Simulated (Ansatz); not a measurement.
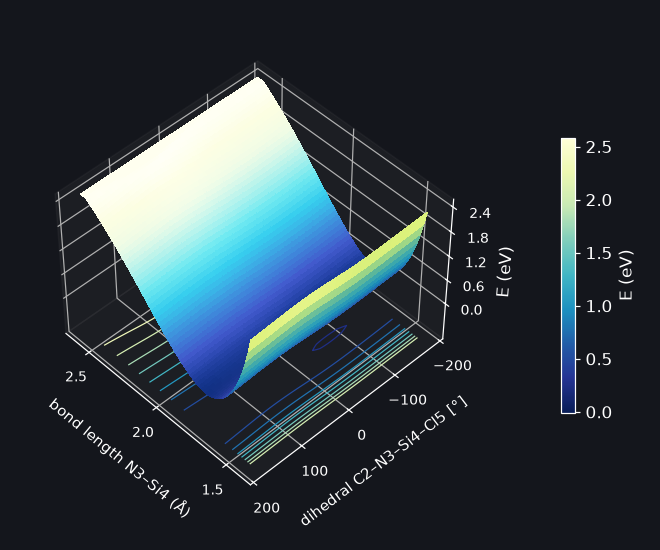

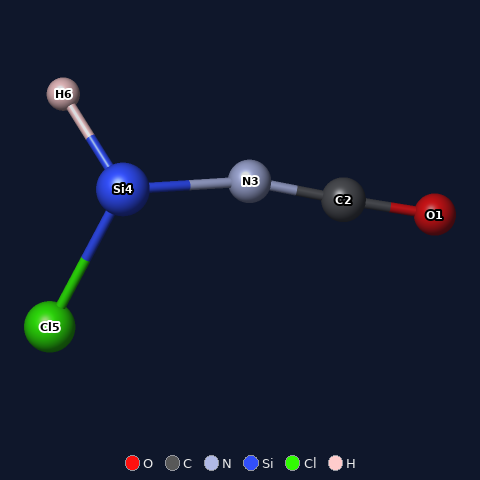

Energy landscape of CHClNOSi, SMILES O=C=N[SiH]Cl, spin multiplicity 2. The first coordinate is: bond length N3–Si4; the second: dihedral C2–N3–Si4–Cl5. Nothing is relaxed (all other coordinates rigid). The grid has 9 × 10 points. Points are written as (first, second). Energies: eV, counted from the lowest grid point. Method: Ansatz, UKS PBE-D4/def2-SVP.

In the figure: a relief with its contours projected below, any walls above the top of the colour scale cut off. Between grid points the surface is interpolated. The second picture is the structure at the lowest point.

> Where are the wells?

The lowest grid point is at (1.709 Å, −72°). The highest grid point, (2.590 Å, 72°), lies 2.86 eV above the lowest.

Grid values (eV):

```csv
"dihedral C2–N3–Si4–Cl5 ↓, bond length N3–Si4 →",1.416,1.563,1.709,1.856,2.003,2.150,2.297,2.443,2.590
144,2.29,0.51,0.05,0.22,0.68,1.25,1.82,2.32,2.73
108,2.32,0.54,0.07,0.24,0.70,1.27,1.85,2.37,2.80
72,2.33,0.54,0.07,0.24,0.71,1.28,1.86,2.40,2.86
36,2.31,0.53,0.06,0.23,0.69,1.26,1.84,2.37,2.79
0,2.27,0.50,0.03,0.20,0.67,1.23,1.80,2.31,2.72
−36,2.25,0.47,0.01,0.18,0.64,1.21,1.77,2.27,2.68
−72,2.24,0.46,0.00,0.17,0.63,1.19,1.75,2.25,2.65
−108,2.25,0.47,0.00,0.17,0.63,1.19,1.75,2.24,2.65
−144,2.26,0.48,0.01,0.18,0.64,1.20,1.76,2.25,2.66
−180,2.27,0.49,0.03,0.20,0.66,1.22,1.79,2.28,2.69
```

Each point was launched as `ansatz run input.yaml --threads 1 --pin off --max-ram 2560MiB --backend cpu --events-out ev --progress --plain --runs-dir out`. The whole map (90 points run) took 11 min on 1 thread of Arm Neoverse V2, with other jobs on the host.
